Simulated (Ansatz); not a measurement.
# BF3H5NSi: what the fields show

Input

```
crystal:
  periodic: [false, false, false]
  atoms:
    - symbol: B
      position_ang: [0.092741, 0.917784, 0.514927]
    - symbol: F
      position_ang: [0.284305, -2.129874, 1.079872]
    - symbol: F
      position_ang: [-1.153435, -1.507510, -0.941047]
    - symbol: F
      position_ang: [1.413986, -1.152257, -0.993297]
    - symbol: "N"
      position_ang: [1.665520, 1.332812, 0.499703]
    - symbol: Si
      position_ang: [0.082393, -0.981220, -0.046001]
    - symbol: H
      position_ang: [2.125078, 0.958100, -0.335691]
    - symbol: H
      position_ang: [2.168120, 0.965305, 1.309531]
    - symbol: H
      position_ang: [1.778891, 2.347438, 0.503070]
    - symbol: H
      position_ang: [-0.437109, 1.577581, -0.364593]
    - symbol: H
      position_ang: [-0.349639, 1.160558, 1.621931]
basis:
  gaussian:
    orbitals: def2-SVPD
magnetization:
  spin_polarized: false
  initial_magnetization: 0
hamiltonian:
  xc: {name: PBE0}
output: {forces: true, orbitals: {seedname: orbitals}}
```

Command:

```sh
ansatz run input.yaml --threads 2 --pin off --max-ram 5220MiB --events-out events.jsonl --progress --plain --runs-dir runs
```

Geometry: PBE0-D4/def2-SVP.

Method: Ansatz, isolated molecule in a Gaussian basis; Kohn-Sham density functional theory, functional PBE0.

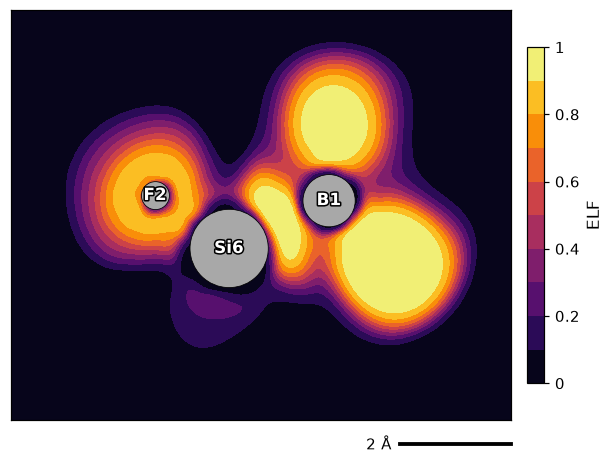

Figure 1. ELF on the plane of atoms B1, Si6 and F2. Grey discs cover the atomic cores.

Q: Read the bonding off the picture.

A: The section cuts through B, F and Si sites.
Si–F (1.62 Å): the ELF peaks at about 0.85 in the valence shell of F, 0.6 Å from its nucleus, and is about 0.40 at the midpoint.
Si–B (1.98 Å): the ELF peaks at about 1 between the atoms (a covalent bond).
The ELF also peaks beside F2, away from the bonds: lone-pair regions.

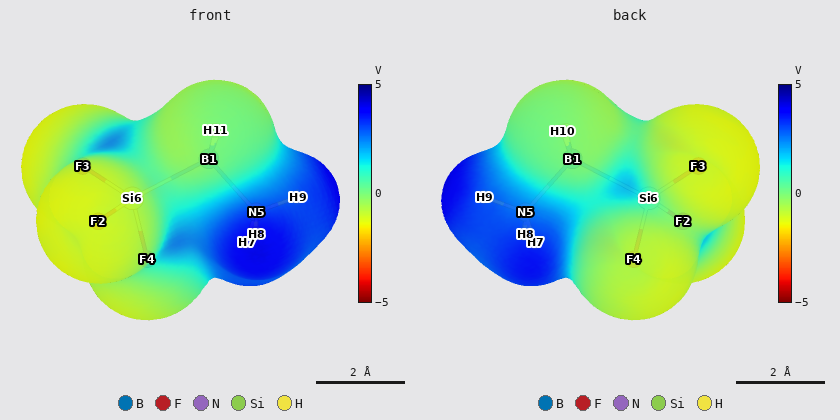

Figure 2. The electrostatic potential painted on the density surface at 0.004 e/bohr³, seen from the front and from behind; the colour scale runs from red (negative) to blue (positive).

Q: Describe the electrostatic potential map.

A: The most negative region (about −1.4 V) lies over F2 and F3, the most positive (about +4.0 V) over H8 and H9.

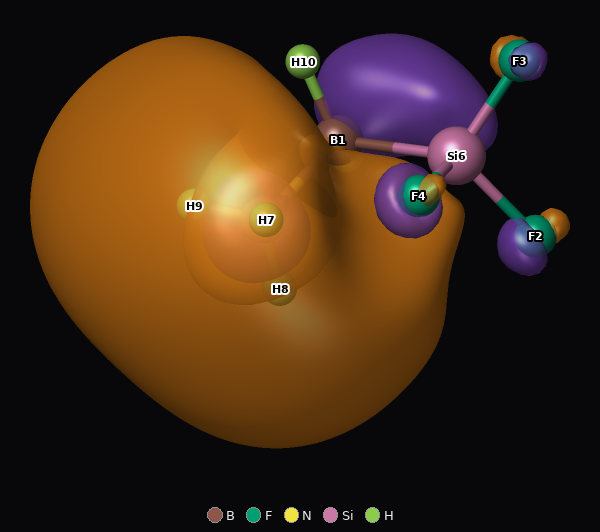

Figure 3. One frontier orbital at ±0.06 Å⁻³ᐟ² (orange and purple are the two phases), seen at an oblique angle.

Q: Which orbital is it: HOMO or LUMO?

A: The LUMO, at −0.75 eV. It lies mainly on H9 (about 25 %), H8 (about 20 %), N5 (about 15 %), H7 (about 15 %), B1 (about 10 %) and Si6 (about 10 %).
